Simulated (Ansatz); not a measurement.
**C₂H₃ClSi: a spread of methods and bases**

How do the results and run time of C₂H₃ClSi respond when the settings are drawn wide?

The runs use Ansatz 0.2.0, Gaussian basis; the settings change from run to run.

### 1 The geometry

The geometry comes from an earlier relaxation with PBE0-D4 in a triple-zeta def2 set; it is a stationary point, not always the lowest conformer.

SMILES `ClC1=C[SiH2]1`, 7 atoms, charge 0, spin multiplicity 1.

Atoms are counted from 1 here; the program's logs count them from 0.

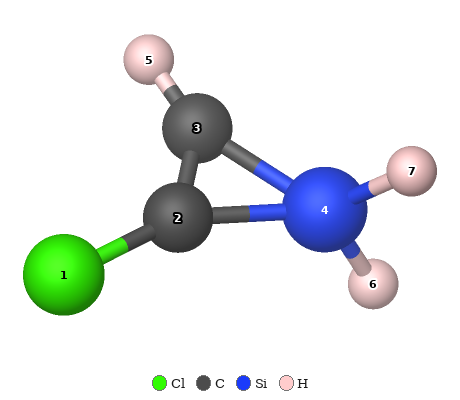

The structure; chlorine green, carbon dark grey, silicon blue, hydrogen pink; atoms are numbered from 1 in the order of the file.

### 2 CAM-B3LYP/def2-mTZVPP

in.yaml reads:

```yaml
crystal:
  periodic: [false, false, false]
  atoms:
    - {symbol: Cl, position_ang: [-1.169245, -2.293315, 0.411478]}
    - {symbol: C, position_ang: [-0.358007, -0.819919, 0.163156]}
    - {symbol: C, position_ang: [0.836773, -0.329965, 0.466728]}
    - {symbol: Si, position_ang: [-0.185872, 0.871566, -0.438874]}
    - {symbol: H, position_ang: [1.727498, -0.673809, 0.975570]}
    - {symbol: H, position_ang: [-0.837764, 2.011292, 0.248794]}
    - {symbol: H, position_ang: [0.047816, 1.166150, -1.872551]}
basis:
  gaussian: {orbitals: def2-mTZVPP}
hamiltonian: {xc: {name: CAM-B3LYP}}
output: {forces: true}
```

On the command line:

```console
$ ansatz run in.yaml --threads 2 --pin off --events-out ev --progress --plain --max-ram 4352MiB
```

Output, cut to the lines that bear on the results:

```text
Functional definition: CAM-B3LYP
  name "CAM-B3LYP"
  cite "Yanai, Tew & Handy, Chem. Phys. Lett. 393, 51 (2004) doi:10.1016/j.cplett.2004.06.011"
  cite "Iikura, Tsuneda, Yanai & Hirao, J. Chem. Phys. 115, 3540 (2001) doi:10.1063/1.1383587"
  cite "Becke, Phys. Rev. A 38, 3098 (1988) doi:10.1103/PhysRevA.38.3098"
  cite "Lee, Yang & Parr, Phys. Rev. B 37, 785 (1988) doi:10.1103/PhysRevB.37.785"
  cite "Vosko, Wilk & Nusair, Can. J. Phys. 58, 1200 (1980) doi:10.1139/p80-159"
[...]
  # Exact exchange under (alpha + beta erf(omega r))/r, Becke's under what is left of 1/r.
[...]
988 factors; integrals over basis functions are off by at most 1.2e-3 eV
318 factors; integrals over basis functions are off by at most 9.4e-6 eV
[...]
mean field -22521.16539767 eV, -827.6375629701 hartree, gradient 1.2e-5 eV, S^2 0.000000; 0 other end points of the search recorded, 0 dependent functions left out
[...]
reference -22521.16552231 eV, -827.6375675507 hartree; 23, 23 occupied and 84, 84 virtual orbitals, 988 factors
Total energy: -22521.16552231 eV, -827.6375675507 hartree
Atom 0 at    -1.169245    -2.293315     0.411478 Å, force    -0.229701    -0.445531     0.081633 eV/Å
Atom 1 at    -0.358007    -0.819919     0.163156 Å, force     0.549262     0.606449    -0.012393 eV/Å
Atom 2 at     0.836773    -0.329965     0.466728 Å, force    -0.250571    -0.162791    -0.039663 eV/Å
Atom 3 at    -0.185872     0.871566    -0.438874 Å, force    -0.047434     0.137547    -0.074553 eV/Å
Atom 4 at     1.727498    -0.673809     0.975570 Å, force    -0.063029     0.014368    -0.032075 eV/Å
Atom 5 at    -0.837764     2.011292     0.248794 Å, force     0.069092    -0.121173    -0.077296 eV/Å
Atom 6 at     0.047816     1.166150    -1.872551 Å, force    -0.027617    -0.028868     0.154348 eV/Å
Dipole moment:     0.157911     0.259711    -0.037546 e Å
```

Run time: 2.2 s. Hardware: 2 threads of Arm Neoverse V2, shared host.

Largest force 0.818 eV/Å, dipole 1.47 D.

### 3 wPBEh/aug-pcseg-2

Options: multiplicity 3, atoms shaken by 0.15 Å.

in.yaml reads:

```yaml
crystal:
  periodic: [false, false, false]
  atoms:
    - {symbol: Cl, position_ang: [-1.291165, -2.585192, 0.550341]}
    - {symbol: C, position_ang: [-0.416541, -0.758890, 0.087070]}
    - {symbol: C, position_ang: [0.849005, -0.286428, 0.343129]}
    - {symbol: Si, position_ang: [-0.369624, 0.564521, -0.520603]}
    - {symbol: H, position_ang: [1.489443, -0.717327, 1.149309]}
    - {symbol: H, position_ang: [-0.664576, 2.465754, 0.135310]}
    - {symbol: H, position_ang: [-0.071650, 1.205446, -2.038056]}
basis:
  gaussian: {orbitals: aug-pcseg-2}
magnetization: {spin_polarized: true, initial_magnetization: 2}
hamiltonian: {xc: {name: wPBEh}}
output: {forces: true}
```

Same command.

Output, cut to the lines that bear on the results:

```text
Functional definition: wPBEh
  name "wPBEh"
  cite "Heyd, Scuseria & Ernzerhof, J. Chem. Phys. 118, 8207 (2003) doi:10.1063/1.1564060"
  cite "Krukau, Vydrov, Izmaylov & Scuseria, J. Chem. Phys. 125, 224106 (2006) doi:10.1063/1.2404663"
  cite "Heyd & Scuseria, J. Chem. Phys. 120, 7274 (2004) doi:10.1063/1.1668634"
  cite "Ernzerhof & Perdew, J. Chem. Phys. 109, 3313 (1998) doi:10.1063/1.476928"
  cite "Perdew, Burke & Ernzerhof, Phys. Rev. Lett. 77, 3865 (1996) doi:10.1103/PhysRevLett.77.3865"
  parent pbe
[...]
1272 factors; their error is unknown
149 factors; integrals over basis functions are off by at most 3.0e-6 eV
[...]
mean field -22505.27961172 eV, -827.0537711042 hartree, gradient 2.7e-5 eV, S^2 2.017314; 3 other end points of the search recorded, 0 dependent functions left out
[...]
reference -22505.27970920 eV, -827.0537746865 hartree; 24, 22 occupied and 237, 239 virtual orbitals, 1272 factors
Total energy: -22505.27970920 eV, -827.0537746865 hartree
Atom 0 at    -1.291165    -2.585192     0.550341 Å, force     1.502665     3.177424    -0.671703 eV/Å
Atom 1 at    -0.416541    -0.758890     0.087070 Å, force    -0.610178   -17.706897     6.509451 eV/Å
Atom 2 at     0.849005    -0.286428     0.343129 Å, force     0.741837    -2.523348     2.997409 eV/Å
Atom 3 at    -0.369624     0.564521    -0.520603 Å, force    -1.660340    15.894162    -9.564791 eV/Å
Atom 4 at     1.489443    -0.717327     1.149309 Å, force    -0.117534     1.018663    -0.929038 eV/Å
Atom 5 at    -0.664576     2.465754     0.135310 Å, force     0.541823     0.664944     0.153004 eV/Å
Atom 6 at    -0.071650     1.205446    -2.038056 Å, force    -0.398272    -0.524949     1.505668 eV/Å
Dipole moment:     0.240003     0.448988    -0.064303 e Å
```

Wall time 30 s (2 threads of Arm Neoverse V2, shared host); peak memory 0.95 GiB.

Largest force 18.875 eV/Å, dipole 2.46 D, ⟨S²⟩ 2.017.

### 4 revPBE0/6-31G

Options: atoms shaken by 0.15 Å, D4 dispersion, relativity set to scalar.

in.yaml reads:

```yaml
crystal:
  periodic: [false, false, false]
  atoms:
    - {symbol: Cl, position_ang: [-1.077443, -2.521534, 0.763038]}
    - {symbol: C, position_ang: [-0.371143, -0.654765, 0.195277]}
    - {symbol: C, position_ang: [0.855810, -0.484070, 0.085809]}
    - {symbol: Si, position_ang: [-0.648273, 1.032467, -0.681105]}
    - {symbol: H, position_ang: [1.607100, -0.804263, 1.016276]}
    - {symbol: H, position_ang: [-0.737375, 1.957550, 0.414002]}
    - {symbol: H, position_ang: [-0.039831, 1.267642, -1.890226]}
basis:
  gaussian: {orbitals: 6-31G}
hamiltonian: {xc: {name: revPBE0}, dispersion: d4, pseudopotentials: {relativity: scalar}}
output: {forces: true}
```

Launched as before.

Output, cut to the lines that bear on the results:

```text
Functional definition: revPBE0
  name "revPBE0"
  cite "Zhang & Yang, Phys. Rev. Lett. 80, 890 (1998) doi:10.1103/PhysRevLett.80.890"
  cite "Adamo & Barone, J. Chem. Phys. 110, 6158 (1999) doi:10.1063/1.478522"
  cite "Perdew, Burke & Ernzerhof, Phys. Rev. Lett. 77, 3865 (1996) doi:10.1103/PhysRevLett.77.3865"
[...]
633 factors; integrals over basis functions are off by at most 2.4e-4 eV
[...]
mean field -22560.25993134 eV, -829.0742605835 hartree, gradient 9.4e-6 eV, S^2 0.000000; 0 other end points of the search recorded, 0 dependent functions left out
[...]
reference -22560.25996178 eV, -829.0742617020 hartree; 23, 23 occupied and 27, 27 virtual orbitals, 633 factors
Total energy: -22560.63464197 eV, -829.0880309448 hartree
Relativity: scalar
Atom 0 at    -1.077443    -2.521534     0.763038 Å, force    -0.017289     1.833045    -0.349859 eV/Å
Atom 1 at    -0.371143    -0.654765     0.195277 Å, force    -5.339932    -2.860295    -0.933568 eV/Å
Atom 2 at     0.855810    -0.484070     0.085809 Å, force     5.808524     1.003340     3.760743 eV/Å
Atom 3 at    -0.648273     1.032467    -0.681105 Å, force     0.263452    -2.822184     2.953087 eV/Å
Atom 4 at     1.607100    -0.804263     1.016276 Å, force    -1.185968     0.935561    -3.337126 eV/Å
Atom 5 at    -0.737375     1.957550     0.414002 Å, force    -0.321535     1.250998     0.461093 eV/Å
Atom 6 at    -0.039831     1.267642    -1.890226 Å, force     0.792748     0.659535    -2.554370 eV/Å
Dipole moment:     0.129116     0.869785    -0.231436 e Å
```

Run time: 1.1 s. Hardware: 2 threads of Arm Neoverse V2, shared host.

Largest force 6.992 eV/Å, dipole 4.37 D.

### 5 B2PLYP/def2-mTZVP

Options: unrestricted orbitals.

in.yaml reads:

```yaml
crystal:
  periodic: [false, false, false]
  atoms:
    - {symbol: Cl, position_ang: [-1.169245, -2.293315, 0.411478]}
    - {symbol: C, position_ang: [-0.358007, -0.819919, 0.163156]}
    - {symbol: C, position_ang: [0.836773, -0.329965, 0.466728]}
    - {symbol: Si, position_ang: [-0.185872, 0.871566, -0.438874]}
    - {symbol: H, position_ang: [1.727498, -0.673809, 0.975570]}
    - {symbol: H, position_ang: [-0.837764, 2.011292, 0.248794]}
    - {symbol: H, position_ang: [0.047816, 1.166150, -1.872551]}
basis:
  gaussian: {orbitals: def2-mTZVP}
magnetization: {spin_polarized: true, initial_magnetization: 0}
hamiltonian: {xc: {name: B2PLYP}}
output: {forces: true}
```

Same command.

Output, cut to the lines that bear on the results:

```text
Functional definition: B2PLYP
  name "B2PLYP"
  cite "Grimme, J. Chem. Phys. 124, 034108 (2006) doi:10.1063/1.2148954"
  cite "Becke, Phys. Rev. A 38, 3098 (1988) doi:10.1103/PhysRevA.38.3098"
  cite "Lee, Yang & Parr, Phys. Rev. B 37, 785 (1988) doi:10.1103/PhysRevB.37.785"
[...]
825 factors; integrals over basis functions are off by at most 9.2e-4 eV
[...]
mean field -22507.36868988 eV, -827.1305433108 hartree, gradient 3.8e-6 eV, S^2 0.000000; 0 other end points of the search recorded, 0 dependent functions left out
12 core orbitals not correlated: weight in the atoms' cores, before any rotation towards them, 1.000 or more for the frozen orbitals, at most 0.000 for the correlated occupied ones
reference -22507.36885433 eV, -827.1305493539 hartree; 11, 11 occupied and 68, 68 virtual orbitals, 825 factors
second order -16.45071758 eV of doubles, -0.00000000 eV of singles
[...]
Total energy: -22511.81054807 eV, -827.2937785884 hartree
Atom 0 at    -1.169245    -2.293315     0.411478 Å, force    -0.449183    -0.807643     0.134268 eV/Å
Atom 1 at    -0.358007    -0.819919     0.163156 Å, force     0.322998     0.552054    -0.085169 eV/Å
Atom 2 at     0.836773    -0.329965     0.466728 Å, force     0.274904    -0.131846     0.167365 eV/Å
Atom 3 at    -0.185872     0.871566    -0.438874 Å, force    -0.130095     0.452269    -0.234445 eV/Å
Atom 4 at     1.727498    -0.673809     0.975570 Å, force    -0.047051     0.028335    -0.030966 eV/Å
Atom 5 at    -0.837764     2.011292     0.248794 Å, force     0.053680    -0.084256    -0.070059 eV/Å
Atom 6 at     0.047816     1.166150    -1.872551 Å, force    -0.025253    -0.008914     0.119007 eV/Å
Dipole moment:     0.158888     0.252017    -0.034073 e Å
```

Wall time 6.5 s (2 threads of Arm Neoverse V2, shared host).

Largest force 0.934 eV/Å, dipole 1.44 D, ⟨S²⟩ 0.000.

### 6 r2SCAN/def2-TZVP

This run has atoms shaken by 0.15 Å, D3(BJ) dispersion, relativity set to scalar.

in.yaml reads:

```yaml
crystal:
  periodic: [false, false, false]
  atoms:
    - {symbol: Cl, position_ang: [-1.319161, -2.373463, 0.144722]}
    - {symbol: C, position_ang: [-0.415131, -0.890607, 0.430845]}
    - {symbol: C, position_ang: [0.905286, -0.386318, 0.257001]}
    - {symbol: Si, position_ang: [-0.245719, 1.021800, -0.495945]}
    - {symbol: H, position_ang: [1.958922, -0.831502, 0.827416]}
    - {symbol: H, position_ang: [-0.928586, 1.805210, -0.086360]}
    - {symbol: H, position_ang: [-0.192307, 1.074126, -1.863329]}
basis:
  gaussian: {orbitals: def2-TZVP}
hamiltonian: {xc: {name: r2SCAN}, dispersion: d3bj, pseudopotentials: {relativity: scalar}}
output: {forces: true}
```

Launched as before.

Output, cut to the lines that bear on the results:

```text
Warning: the engine holds no damping parameters fitted to this dispersion correction and functional, so the run takes those fitted to r2scan beside the three-body term, which d3bj leaves out (hamiltonian.dispersion, under Limitations)
Functional definition: r2SCAN
  name "r2SCAN"
  cite "Furness, Kaplan, Ning, Perdew & Sun, J. Phys. Chem. Lett. 11, 8208 (2020) doi:10.1021/acs.jpclett.0c02405"
  cite "Furness, Kaplan, Ning, Perdew & Sun, J. Phys. Chem. Lett. 11, 9248 (2020) doi:10.1021/acs.jpclett.0c03077"
  parent r2scan
[...]
1000 factors; their error is unknown
[...]
mean field -22564.91282375 eV, -829.2452512257 hartree, gradient 3.0e-5 eV, S^2 0.000000; 0 other end points of the search recorded, 0 dependent functions left out
[...]
reference -22564.91283531 eV, -829.2452516505 hartree; 23, 23 occupied and 131, 131 virtual orbitals, 1000 factors
Total energy: -22564.95691846 eV, -829.2468716761 hartree
Relativity: scalar
Atom 0 at    -1.319161    -2.373463     0.144722 Å, force     0.961503     0.865765     0.935279 eV/Å
Atom 1 at    -0.415131    -0.890607     0.430845 Å, force     2.464661     3.135195    -3.773076 eV/Å
Atom 2 at     0.905286    -0.386318     0.257001 Å, force    -1.515880    -1.886978     3.163344 eV/Å
Atom 3 at    -0.245719     1.021800    -0.495945 Å, force     9.512344   -14.709830    -2.045779 eV/Å
Atom 4 at     1.958922    -0.831502     0.827416 Å, force    -2.657733     1.443603    -2.130458 eV/Å
Atom 5 at    -0.928586     1.805210    -0.086360 Å, force    -9.091603    11.095124     6.402259 eV/Å
Atom 6 at    -0.192307     1.074126    -1.863329 Å, force     0.326708     0.057120    -2.551569 eV/Å
Dipole moment:     0.129151     0.333380    -0.061687 e Å
```

Run time: 4.4 s. Hardware: 2 threads of Arm Neoverse V2, shared host.

Largest force 17.637 eV/Å, dipole 1.74 D.

### 7 PBE0-DH/aug-pcseg-2

Set apart from the defaults: high accuracy.

in.yaml reads:

```yaml
crystal:
  periodic: [false, false, false]
  atoms:
    - {symbol: Cl, position_ang: [-1.169245, -2.293315, 0.411478]}
    - {symbol: C, position_ang: [-0.358007, -0.819919, 0.163156]}
    - {symbol: C, position_ang: [0.836773, -0.329965, 0.466728]}
    - {symbol: Si, position_ang: [-0.185872, 0.871566, -0.438874]}
    - {symbol: H, position_ang: [1.727498, -0.673809, 0.975570]}
    - {symbol: H, position_ang: [-0.837764, 2.011292, 0.248794]}
    - {symbol: H, position_ang: [0.047816, 1.166150, -1.872551]}
basis:
  gaussian: {orbitals: aug-pcseg-2}
hamiltonian: {xc: {name: PBE0-DH}}
accuracy: high
```

The command is unchanged.

Output, cut to the lines that bear on the results:

```text
Functional definition: PBE0-DH
  name "PBE0-DH"
  cite "Brémond & Adamo, J. Chem. Phys. 135, 024106 (2011) doi:10.1063/1.3604569"
  cite "Perdew, Burke & Ernzerhof, Phys. Rev. Lett. 77, 3865 (1996) doi:10.1103/PhysRevLett.77.3865"
[...]
3937 factors; integrals over basis functions are off by at most 3.5e-9 eV
[...]
mean field -22508.99754801 eV, -827.1904027429 hartree, gradient 5.4e-8 eV, S^2 0.000000; 0 other end points of the search recorded, 0 dependent functions left out
12 core orbitals not correlated: weight in the atoms' cores, before any rotation towards them, 1.000 or more for the frozen orbitals, at most 0.000 for the correlated occupied ones
reference -22508.99755180 eV, -827.1904028820 hartree; 11, 11 occupied and 238, 238 virtual orbitals, 3937 factors
second order -20.81038970 eV of doubles, -0.00000000 eV of singles
Total energy: -22511.59885051 eV, -827.2859988465 hartree
```

Wall time 37 s (2 threads of Arm Neoverse V2, shared host); peak memory 1.9 GiB.

### 8 wPBEh/6-31++G**

Options: charge -1, multiplicity 2, coordinates scaled by 0.96, density fitting with def2-universal-jkfit.

in.yaml reads:

```yaml
crystal:
  periodic: [false, false, false]
  atoms:
    - {symbol: Cl, position_ang: [-1.122475, -2.201582, 0.395019]}
    - {symbol: C, position_ang: [-0.343687, -0.787123, 0.156630]}
    - {symbol: C, position_ang: [0.803302, -0.316767, 0.448059]}
    - {symbol: Si, position_ang: [-0.178437, 0.836704, -0.421319]}
    - {symbol: H, position_ang: [1.658398, -0.646857, 0.936547]}
    - {symbol: H, position_ang: [-0.804253, 1.930840, 0.238842]}
    - {symbol: H, position_ang: [0.045903, 1.119504, -1.797649]}
basis:
  gaussian: {orbitals: "6-31++G**", fitting: {mean_field: def2-universal-jkfit}}
total_charge: -1
magnetization: {spin_polarized: true, initial_magnetization: 1}
hamiltonian: {xc: {name: wPBEh}}
output: {forces: true}
```

Launched as before.

Output, cut to the lines that bear on the results:

```text
Functional definition: wPBEh
  name "wPBEh"
  cite "Heyd, Scuseria & Ernzerhof, J. Chem. Phys. 118, 8207 (2003) doi:10.1063/1.1564060"
  cite "Krukau, Vydrov, Izmaylov & Scuseria, J. Chem. Phys. 125, 224106 (2006) doi:10.1063/1.2404663"
  cite "Heyd & Scuseria, J. Chem. Phys. 120, 7274 (2004) doi:10.1063/1.1668634"
  cite "Ernzerhof & Perdew, J. Chem. Phys. 109, 3313 (1998) doi:10.1063/1.476928"
  cite "Perdew, Burke & Ernzerhof, Phys. Rev. Lett. 77, 3865 (1996) doi:10.1103/PhysRevLett.77.3865"
  parent pbe
[...]
460 factors; integrals over basis functions are off by at most 3.2e-1 eV
460 factors; integrals over basis functions are off by at most 1.9e-7 eV
[...]
mean field -22510.14218485 eV, -827.2324673710 hartree, gradient 1.8e-6 eV, S^2 0.750732; 10 other end points of the search recorded, 0 dependent functions left out
[...]
reference -22510.14222852 eV, -827.2324689758 hartree; 24, 23 occupied and 78, 79 virtual orbitals, 460 factors
Total energy: -22510.14222852 eV, -827.2324689758 hartree
Atom 0 at    -1.122475    -2.201582     0.395019 Å, force    -1.591829    -2.918006     0.498002 eV/Å
Atom 1 at    -0.343687    -0.787123     0.156630 Å, force    -2.370030    -0.918480    -0.623511 eV/Å
Atom 2 at     0.803302    -0.316767     0.448059 Å, force     2.994980     0.546946     1.032446 eV/Å
Atom 3 at    -0.178437     0.836704    -0.421319 Å, force    -0.346988     2.352386    -1.082012 eV/Å
Atom 4 at     1.658398    -0.646857     0.936547 Å, force     1.779386    -0.483576     0.935456 eV/Å
Atom 5 at    -0.804253     1.930840     0.238842 Å, force    -0.654138     1.112497     0.629197 eV/Å
Atom 6 at     0.045903     1.119504    -1.797649 Å, force     0.188618     0.308232    -1.389578 eV/Å
Dipole moment:    -1.681367    -0.377322    -0.551589 e Å
```

Run time: 13 s. Hardware: 2 threads of Arm Neoverse V2, shared host.

Largest force 3.361 eV/Å, ⟨S²⟩ 0.751.

### 9 rPW86-PBE/def2-SVPD

Set apart from the defaults: D3(BJ) with three-body dispersion, the search for lower states set to off.

in.yaml reads:

```yaml
crystal:
  periodic: [false, false, false]
  atoms:
    - {symbol: Cl, position_ang: [-1.169245, -2.293315, 0.411478]}
    - {symbol: C, position_ang: [-0.358007, -0.819919, 0.163156]}
    - {symbol: C, position_ang: [0.836773, -0.329965, 0.466728]}
    - {symbol: Si, position_ang: [-0.185872, 0.871566, -0.438874]}
    - {symbol: H, position_ang: [1.727498, -0.673809, 0.975570]}
    - {symbol: H, position_ang: [-0.837764, 2.011292, 0.248794]}
    - {symbol: H, position_ang: [0.047816, 1.166150, -1.872551]}
basis:
  gaussian: {orbitals: def2-SVPD}
hamiltonian: {xc: {name: rPW86-PBE}, dispersion: d3bjatm}
scf: {lower_state_search: off}
output: {forces: true}
```

Same command.

Output, cut to the lines that bear on the results:

```text
Functional definition: rPW86-PBE
  name "rPW86-PBE"
  cite "Murray, Lee & Langreth, J. Chem. Theory Comput. 5, 2754 (2009) doi:10.1021/ct900365q"
  cite "Perdew, Burke & Ernzerhof, Phys. Rev. Lett. 77, 3865 (1996) doi:10.1103/PhysRevLett.77.3865"
  parent pbe
[...]
1034 factors; their error is unknown
[...]
mean field -22536.53336961 eV, -828.2023255223 hartree, gradient 5.3e-6 eV, S^2 0.000000; 0 other end points of the search recorded, 0 dependent functions left out
[...]
reference -22536.53348368 eV, -828.2023297143 hartree; 23, 23 occupied and 92, 92 virtual orbitals, 1034 factors
Total energy: -22536.69892122 eV, -828.2084094316 hartree
Atom 0 at    -1.169245    -2.293315     0.411478 Å, force    -0.446255    -0.750813     0.112849 eV/Å
Atom 1 at    -0.358007    -0.819919     0.163156 Å, force    -0.427645    -0.187742    -0.103796 eV/Å
Atom 2 at     0.836773    -0.329965     0.466728 Å, force     0.731935     0.051960     0.284921 eV/Å
Atom 3 at    -0.185872     0.871566    -0.438874 Å, force    -0.219171     0.772672    -0.399280 eV/Å
Atom 4 at     1.727498    -0.673809     0.975570 Å, force     0.414995    -0.105376     0.215197 eV/Å
Atom 5 at    -0.837764     2.011292     0.248794 Å, force    -0.104681     0.183843     0.131310 eV/Å
Atom 6 at     0.047816     1.166150    -1.872551 Å, force     0.050822     0.035455    -0.241200 eV/Å
Dipole moment:     0.157071     0.208337    -0.017430 e Å
Checks for a lower state left out: stability, starts, cluster_reference, orbital_swaps, neighbouring_geometries, increment
```

Wall time 2.8 s (2 threads of Arm Neoverse V2, shared host).

Largest force 0.897 eV/Å, dipole 1.26 D.

### 10 The runs in one table

```tsv
level	charge	multiplicity	geometry	functions	energy (eV)	time
CAM-B3LYP/def2-mTZVPP	0	1	relaxed	107	-22521.166	2.2 s
wPBEh/aug-pcseg-2	0	3	shaken	261	-22505.280	30 s
revPBE0/6-31G	0	1	shaken	50	-22560.635	1.1 s
B2PLYP/def2-mTZVP	0	1	relaxed	91	-22511.811	6.5 s
r2SCAN/def2-TZVP	0	1	shaken	154	-22564.957	4.4 s
PBE0-DH/aug-pcseg-2	0	1	relaxed	261	-22511.599	37 s
wPBEh/6-31++G**	-1	2	scaled	102	-22510.142	13 s
rPW86-PBE/def2-SVPD	0	1	relaxed	115	-22536.699	2.8 s
```

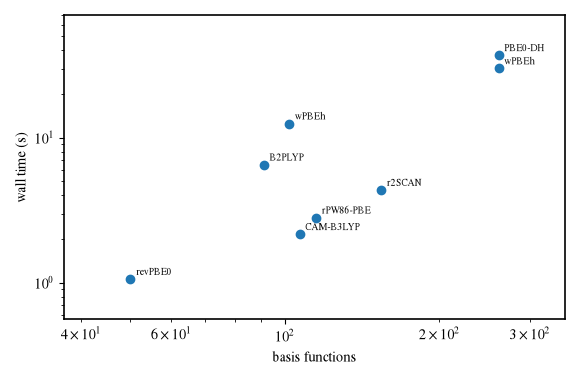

Wall time against the number of basis functions (shared host).

### 11 Results

| quantity | value |
| --- | --- |
| runs | 8 |
| quickest | revPBE0/6-31G, 1.1 s |
| slowest | PBE0-DH/aug-pcseg-2, 37 s |
| spread of total energies, same state and geometry | 25.1 eV |
| dipole, same state and geometry | 1.26 to 1.47 D |

What this shows: Run time spans a factor of 35, from revPBE0/6-31G to PBE0-DH/aug-pcseg-2. The jobs differ in tasks and options as well as level. The totals spread over 25 eV; they can't be compared across methods or bases. At the PBE0-D4/def2-TZVP geometry and in the same state, runs without warnings or point charges leave forces up to 0.93 eV/Å (B2PLYP/def2-mTZVP), against 17.6 eV/Å where the atoms were moved. At that geometry and state the dipole changes by 17 % between the lowest and highest value.
